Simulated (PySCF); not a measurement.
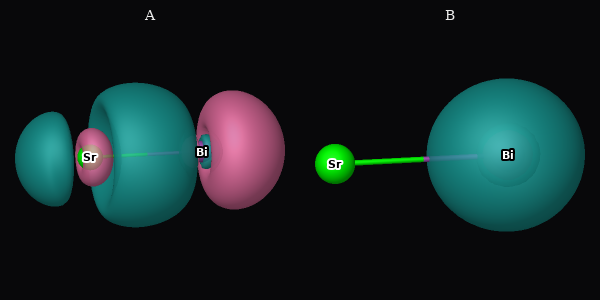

Figure 1: SrBi (quartet). Two frontier β-spin orbitals, each drawn at the value that holds 80 % of its norm (teal and pink are the two phases), in no order; of a degenerate pair one member is drawn.

Core potentials replace the inner electrons of Sr and Bi.

Method: PBE0/def2-SVP, non-relativistic Hamiltonian with scalar-relativistic core potentials where named, at a bond length of 3.354 Å (PySCF 2.14.0).

Question: Label each orbital by symmetry, say whether it is occupied, and order them by energy.

Answer: Orbital B: σ, occupied in this spin, −13.76 eV; almost wholly on Bi.
Orbital A: σ, occupied in this spin, −4.76 eV; shared between the atoms (Sr 35 %, Bi 65 %).
